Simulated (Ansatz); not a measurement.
GaSiH6O2Cl: several calculations on one system

### Relaxation

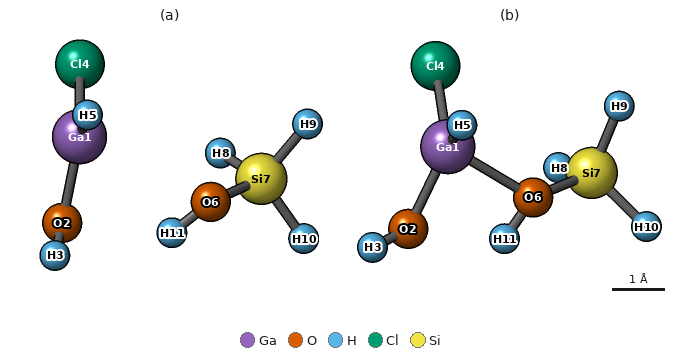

The structure of GaSiH6O2Cl before (left) and after (right) a relaxation, at one scale.

The picture is a ball-and-stick view, seen at a tilt.

The run prepares an end point of a later path (reaction) calculation, from a guessed geometry.

Level of theory: RKS B3LYP/def2-SVP in Ansatz.

Input
```yaml
crystal:
  periodic: [false, false, false]
  atoms:
    - { symbol: Ga, position_ang: [-0.177693, -0.35157, -0.09904] }
    - { symbol: O, position_ang: [-0.599852, -0.713962, 1.609523] }
    - { symbol: H, position_ang: [-1.550771, -0.686581, 1.790904] }
    - { symbol: Cl, position_ang: [1.907452, -0.720878, -0.502011] }
    - { symbol: H, position_ang: [-1.195695, 0.066265, -1.196237] }
    - { symbol: O, position_ang: [0.424744, 2.032624, 1.585705] }
    - { symbol: Si, position_ang: [1.929229, 2.726071, 1.900549] }
    - { symbol: H, position_ang: [3.004827, 1.700764, 1.995393] }
    - { symbol: H, position_ang: [2.194403, 3.655531, 0.772716] }
    - { symbol: H, position_ang: [1.895894, 3.495374, 3.180247] }
    - { symbol: H, position_ang: [0.169263, 1.277662, 2.169851] }
basis:
  gaussian: { orbitals: def2-SVP }
hamiltonian:
  xc: b3lyp
relax:
  f_tol: 0.03
  max_steps: 50
```

Run as
```bash
ansatz run input.yaml --threads 4 --pin off --max-ram 5120MiB --backend cpu --events-out ev --progress --plain --runs-dir out
```

### Summarise the run.

The atom that moves furthest after the best rigid fit is H5 (0.71 Å). Largest moves by element: H 0.71 Å, Ga 0.59 Å, O 0.36 Å, Cl 0.30 Å, Si 0.23 Å. Some distances before and after: Ga1–O6 2.981 → 2.095 Å, Ga1–Si7 4.232 → 3.480 Å, Ga1–H11 2.815 → 2.307 Å, Ga1–Cl4 2.156 → 2.196 Å. New bonds form, among them: Ga1–O6 (2.98 → 2.09 Å). Among the angles between lasting bonds that change: Ga1–O2–H3 113.8° → 118.6°, Si7–O6–H11 115.8° → 120.2°, Cl4–Ga1–H5 123.2° → 119.1°. Groups turn about Ga1–O2 by about 40°. Over 12 geometry steps the energy falls by 0.401 eV. The largest force component goes from 0.79 to 0.021 eV/Å. Cost: 34 s on 4 threads of Arm Neoverse V2 (shared host), peak memory 0.35 GiB.

Limits of the set-up: the start holds two separate molecules, 2.2 Å apart at their closest, whose relative position is a soft coordinate and is computed without a dispersion correction.

### Relaxation

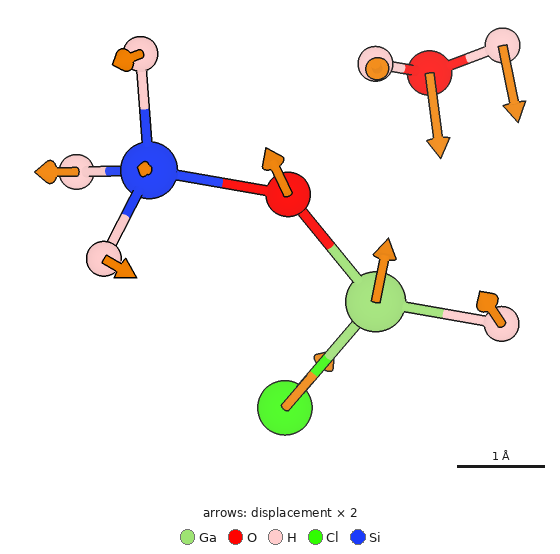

This is a relaxation of GaSiH6O2Cl. The starting structure is drawn; orange arrows show the displacements, 2 times their true length. The two geometries are superimposed by the best rigid fit.

A ball-and-stick model, seen at a tilt.

The run prepares an end point of a later path (reaction) calculation, from a guessed geometry.

Level of theory: RKS B3LYP/def2-SVP (Ansatz).

Input file:
```yaml
crystal:
  periodic: [false, false, false]
  atoms:
    - { symbol: Ga, position_ang: [0.246651, 0.537797, -0.249449] }
    - { symbol: O, position_ang: [-0.589743, -0.653797, 2.344934] }
    - { symbol: H, position_ang: [-1.55303, -0.594936, 2.427378] }
    - { symbol: Cl, position_ang: [1.966231, -0.5191, -1.017807] }
    - { symbol: H, position_ang: [-1.169294, 0.452017, -0.867941] }
    - { symbol: O, position_ang: [0.612234, 1.712648, 1.056876] }
    - { symbol: Si, position_ang: [1.905083, 2.60535, 1.620628] }
    - { symbol: H, position_ang: [3.071588, 1.734488, 1.949067] }
    - { symbol: H, position_ang: [2.331901, 3.618389, 0.609738] }
    - { symbol: H, position_ang: [1.464289, 3.31251, 2.857405] }
    - { symbol: H, position_ang: [-0.28411, 0.275934, 2.47677] }
basis:
  gaussian: { orbitals: def2-SVP }
hamiltonian:
  xc: b3lyp
relax:
  f_tol: 0.03
  max_steps: 50
```

Run as
```bash
ansatz run input.yaml --threads 4 --pin off --max-ram 5120MiB --backend cpu --events-out ev --progress --plain --runs-dir out
```

Q: Describe the change and its energy.

A: The largest moves after the best rigid fit, 0.52 Å, are those of O2 and Cl4. By element the largest moves are Cl 0.52 Å, O 0.51 Å, H 0.47 Å, Ga 0.40 Å, Si 0.10 Å. Among the contacts that change: Ga1–O2 2.975 → 2.124 Å, Ga1–O6 1.795 → 1.831 Å, Ga1–Cl4 2.160 → 2.178 Å, O6–Si7 1.669 → 1.658 Å. New bonds form, among them: Ga1–O2 (2.97 → 2.12 Å). Bond angles that change, for instance: H3–O2–H11 103.8° → 107.2°, Cl4–Ga1–H5 124.0° → 121.5°. Groups turn about Ga1–O6 by about 30°. After 11 geometry steps the energy has fallen by 10.5 kcal/mol. The largest force component goes from 0.83 to 0.025 eV/Å. Cost: 31 s on 4 threads of Arm Neoverse V2, with other jobs on the host, peak memory 0.36 GiB.

Limits of the set-up: the start holds two separate molecules, 2.2 Å apart at their closest, whose relative position is a soft coordinate and is computed without a dispersion correction.

### Path

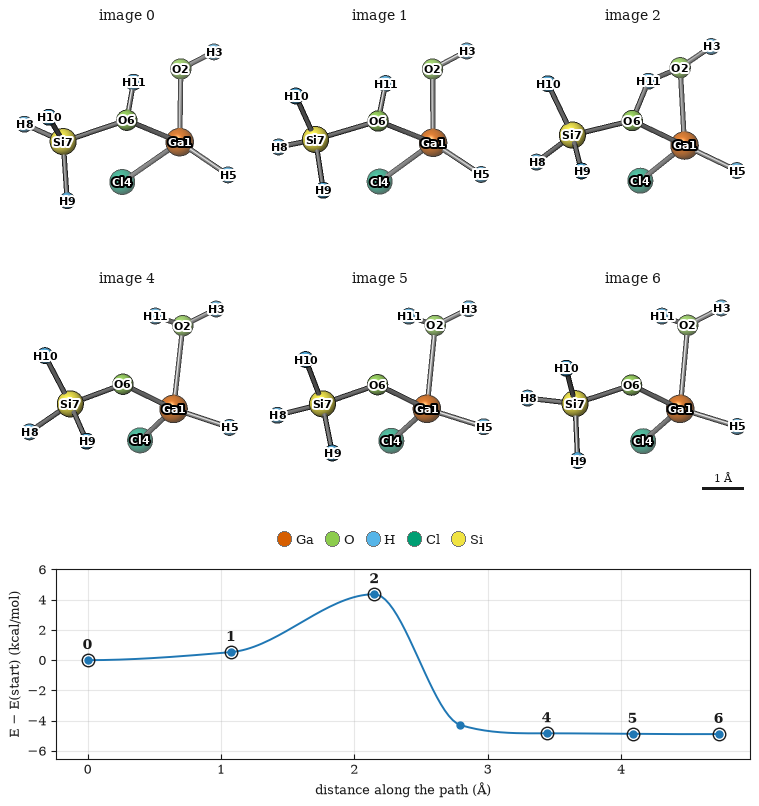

A search for the minimum-energy path of GaSiH6O2Cl by the nudged elastic band. Images are numbered from 0 (start) to 6 (end). Style: ball-and-stick. Shown at a tilt.

Computed with Ansatz, RKS B3LYP/def2-SVP. Set-up: 5 movable images; climbing image; force threshold 0.05 eV/Å; iteration limit 60; starting path through a guess of the saddle point.

**Describe the mechanism and the energy profile.**

A hydrogen atom shifts from one atom to another. Breaking: O6–H11 (0.98 → 1.17 at the top → 2.09 Å). Forming: O2–H11 (1.94 → 1.28 at the top → 0.98 Å). The highest point, image 2, lies 4.4 kcal/mol above the start and 9.3 kcal/mol above the end; the end is at −4.9 kcal/mol relative to the start. The band converged in 17 iterations. The largest component of the band force went from 2.7 to 0.03 eV/Å. The climbing image converged on the top of the path. Its vibrational analysis gives 2 imaginary modes over 30i cm⁻¹, so it isn't confirmed as a transition state.

Cost: 3.2 min on 4 threads of Arm Neoverse V2, with other jobs on the host, peak memory 0.36 GiB.
